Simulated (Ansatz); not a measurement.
# SiCNClF2 (SMILES N#C[Si](F)(F)Cl): r2SCAN/cc-pVDZ

What is the energy change on altering one bond length of SiCNClF2 at r2SCAN/cc-pVDZ? 

Program for the calculation: Ansatz 0.2.0.

134 further runs of the same task are left out: 4 that didn't finish, 130 set aside as unsound or not needed. Runs told in other sessions of the task aren't counted.

### 1 The structure to begin with

The species is SiCNClF2 (6 atoms), meant as a singlet with charge 0. As SMILES, `N#C[Si](F)(F)Cl`. The shape is that of a PBE0-D4/def2-TZVP optimisation.

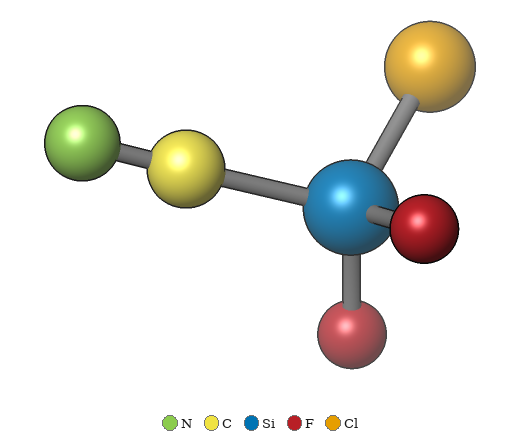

Viewed from a chosen angle; nitrogen green, carbon yellow, silicon blue, fluorine red, chlorine amber.

### 2 The energy at r2SCAN/cc-pVDZ

Input file input.yaml:

```yaml
crystal:
  periodic: [false, false, false]
  atoms:
    - {symbol: N, position_ang: [1.925400, -1.092200, 1.077400]}
    - {symbol: C, position_ang: [1.030100, -0.609300, 0.540000]}
    - {symbol: Si, position_ang: [-0.394400, 0.176700, -0.290300]}
    - {symbol: F, position_ang: [-1.487900, -0.920300, -0.527700]}
    - {symbol: F, position_ang: [0.087600, 0.719200, -1.679000]}
    - {symbol: Cl, position_ang: [-1.118900, 1.661900, 0.833400]}
basis:
  gaussian:
    orbitals: cc-pVDZ
hamiltonian:
  xc: {name: r2SCAN}
output: {orbitals: {seedname: orbitals}}
accuracy: high
```

Run with:

```bash
$ ansatz run input.yaml --threads 1 --pin off --max-ram 3480MiB --events-out events.jsonl --progress --plain --runs-dir runs
```

The log of the run:

```text
Warning: RAYON_NUM_THREADS=1 ignored (pool sized by the plan → 1); use --threads N
Functional definition: r2SCAN
  name "r2SCAN"
  parameter k0 = 0.174
  parameter k1 = 0.065
  parameter a1 = 4.9479
  exchange = r2scan_x(k0 = k0, k1 = k1, a1 = a1)
  correlation = r2scan_c
1986 factors; integrals over basis functions are off by at most 3.1e-9 eV
mean field evaluation 1: about -28355.0397 eV, gradient 5.1e1 eV
mean field evaluation 2: about -28340.4731 eV, gradient 9.7e1 eV
mean field evaluation 4: about -28360.0252 eV, gradient 5.3e0 eV
mean field evaluation 8: about -28360.0749 eV, gradient 4.4e-1 eV
mean field evaluation 16: about -28360.0753 eV, gradient 1.2e-4 eV
mean field -28360.07534235 eV, -1042.2135456819 hartree, gradient 1.1e-8 eV, S^2 0.000000; 0 other end points of the search recorded, 0 dependent functions left out
reference -28360.07534296 eV, -1042.2135457042 hartree; 31, 31 occupied and 61, 61 virtual orbitals, 1986 factors
Total energy: -28360.07534296 eV, -1042.2135457042 hartree
```

Wall time 17 s (1 thread of Arm Neoverse V1, shared host); peak memory 0.29 GiB.

### 3 The distorted shape

Input file molecule.yaml:

```yaml
basis:
  gaussian: {orbitals: cc-pVDZ}
crystal:
  periodic: [false, false, false]
  atoms:
    - {symbol: "N", position_ang: [1.539796, -1.526205, 2.188372]}
    - {symbol: C, position_ang: [0.644496, -1.043305, 1.650972]}
    - {symbol: Si, position_ang: [-0.780004, -0.257305, 0.820672]}
    - {symbol: F, position_ang: [-1.873504, -1.354305, 0.583272]}
    - {symbol: F, position_ang: [0.087600, 0.719200, -1.679000]}
    - {symbol: Cl, position_ang: [-1.504504, 1.227895, 1.944372]}
total_charge: 0
hamiltonian: {xc: {name: r2SCAN}}
accuracy: high
output: {orbitals: {seedname: orbitals}}
```

Run with:

```bash
$ ansatz run molecule.yaml --threads 1 --pin off --max-ram 3480MiB --events-out events.jsonl --progress --plain --runs-dir runs
```

The log of the run, shortened:

```text
Warning: RAYON_NUM_THREADS=1 ignored (pool sized by the plan → 1); use --threads N
[... 7 set-up lines as earlier in the session ...]
1936 factors; integrals over basis functions are off by at most 3.1e-9 eV
mean field evaluation 1: about -28345.0833 eV, gradient 6.5e1 eV
mean field evaluation 2: about -28015.8239 eV, gradient 1.9e2 eV
mean field evaluation 4: about -28350.1782 eV, gradient 4.0e1 eV
mean field evaluation 8: about -28353.3593 eV, gradient 2.6e1 eV
mean field evaluation 16: about -28355.0324 eV, gradient 1.5e-2 eV
mean field evaluation 32: about -28331.5489 eV, gradient 5.9e1 eV
mean field -28355.03244505 eV, -1042.0282226242 hartree, gradient 5.0e-8 eV, S^2 0.000000; 0 other end points of the search recorded, 0 dependent functions left out
reference -28355.03244564 eV, -1042.0282226458 hartree; 31, 31 occupied and 61, 61 virtual orbitals, 1936 factors
Total energy: -28355.03244564 eV, -1042.0282226458 hartree
```

Run time: 17 s. Hardware: 1 thread of Arm Neoverse V1, shared host; peak memory 0.29 GiB.

### 4 Outcome

At r2SCAN/cc-pVDZ:

| quantity | value |
| --- | --- |
| first shape: total energy | -1042.21355 Eh |
| first shape: HOMO energy | -9.33 eV |
| first shape: LUMO energy | -2.00 eV |
| first shape: HOMO–LUMO gap | 7.33 eV |
| distorted shape: total energy | -1042.02822 Eh |
| distorted shape: HOMO energy | -6.97 eV |
| distorted shape: LUMO energy | -5.58 eV |
| distorted shape: HOMO–LUMO gap | 1.39 eV |
| energy change with the Si3–F5 bond stretched from 1.567 to 2.820 Å | 5.043 eV |

One bond (distorted shape) is far stretched, which a spin-restricted single reference describes badly; a broken-symmetry solution may lie lower. With the Si3–F5 bond stretched from 1.567 to 2.820 Å the energy rises by 5.04 eV (487 kJ/mol). The first shape isn't relaxed at this level, so the change isn't measured from a minimum. A restricted reference can't describe the breaking bond well at this length.
